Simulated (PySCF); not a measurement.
C₇H₁₃Al

```yaml
atoms:
  - { symbol: C, position_ang: [-2.6526, 0.9063, 0.9836] }
  - { symbol: C, position_ang: [-2.1456, 0.0252, 0.1197] }
  - { symbol: C, position_ang: [-3.0308, -0.8669, -0.7073] }
  - { symbol: Al, position_ang: [-0.1625, 0.0194, 0.0290] }
  - { symbol: C, position_ang: [1.1782, 1.1317, 1.0190] }
  - { symbol: C, position_ang: [2.4122, 0.8026, 0.1536] }
  - { symbol: C, position_ang: [2.4214, -0.6842, -0.2370] }
  - { symbol: C, position_ang: [1.1549, -1.0442, -1.0423] }
  - { symbol: H, position_ang: [-1.9962, 1.5395, 1.5693] }
  - { symbol: H, position_ang: [-3.7145, 1.0408, 1.1526] }
  - { symbol: H, position_ang: [-2.8265, -1.9120, -0.4723] }
  - { symbol: H, position_ang: [-2.8133, -0.7258, -1.7668] }
  - { symbol: H, position_ang: [-4.0880, -0.6652, -0.5320] }
  - { symbol: H, position_ang: [1.3694, 0.8008, 2.0486] }
  - { symbol: H, position_ang: [1.0465, 2.2170, 1.0792] }
  - { symbol: H, position_ang: [2.3778, 1.3967, -0.7648] }
  - { symbol: H, position_ang: [3.3433, 1.0507, 0.6725] }
  - { symbol: H, position_ang: [2.4470, -1.2778, 0.6821] }
  - { symbol: H, position_ang: [3.3322, -0.9088, -0.8003] }
  - { symbol: H, position_ang: [1.2824, -0.6961, -2.0764] }
  - { symbol: H, position_ang: [1.0557, -2.1328, -1.1105] }
```

Geometry: GFN2-xTB.

The calculation used PBE0/pcSseg-1, SCF density, gas phase, non-relativistic in PySCF.

Predict the electron density and electron localisation function between the atoms.

Answer. C–C (1.33 Å): ρ is about 2.3 e/Å³ halfway; the ELF peaks at about 0.90 between the atoms; a short, multiple covalent bond.
C–Al (1.99 Å): ρ is about 0.69 e/Å³ halfway; the ELF peaks at about 0.95 between the atoms (a polar covalent bond).
C–H (1.08 Å): the density is about 2 e/Å³ at the midpoint; the ELF climbs to about 1 towards the hydrogen, as it does in any bond to H: a covalent bond by its length.
C–C (1.50 Å): the density is about 1.7 e/Å³ at the midpoint; the ELF peaks at about 0.95 between the atoms, as expected for a shared electron pair.

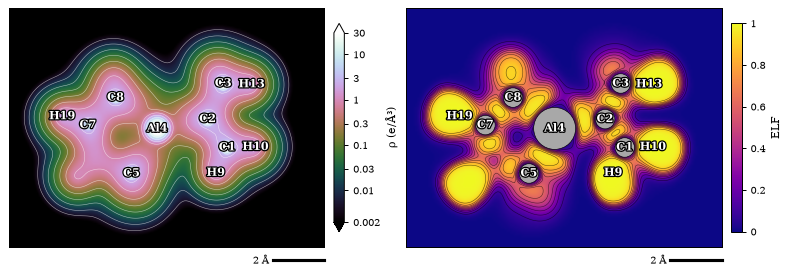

Computed electron density and electron localisation function on the plane of atoms C2, C3 and H13, in this order. Grey discs cover the atomic cores in the ELF map. 
